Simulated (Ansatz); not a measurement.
Pulling on the In1–F3 bond in BrFHIn (SMILES [F][InH][Br]) (multiplicity 1 held, fragments rigid). Energies count from the point at 1.956 Å.
Geometry at that point (charge 0, multiplicity 1):
```xyz
4

In    -0.572     0.301    -0.563
H     -1.874    -0.226    -1.516
F     -0.016     2.175    -0.602
Br     0.859    -0.974     0.987
```

R- and RO- levels are restricted; in cc, def2 and unpolarised 6-31G sets they are followed outwards from rest. U- levels take the lowest unrestricted solution at each point, which mixes spins at long bonds. Levels need not reach the same state.

Correlated levels freeze the cores. Filled d and f shells under p-block atoms count as core.

The values were computed with Ansatz (a program for electronic structure). Values without a source in brackets are computed. In def2 rows elements past Kr take small-core potentials, without spin–orbit coupling.

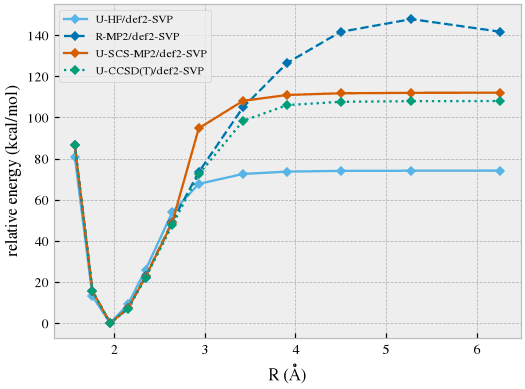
*Relative energy along the coordinate*

Q: Read off the U-HF/def2-SVP curve at R = 4.498.

A: about 74 kcal/mol

Doubts at one or more of the structures used: a spin-contaminated determinant (U-HF/def2-SVP, U-SCS-MP2/def2-SVP, U-CCSD(T)/def2-SVP); a restricted determinant that unrestricted orbitals would lower (R-MP2/def2-SVP); T1 above 0.05 (U-CCSD(T)/def2-SVP).
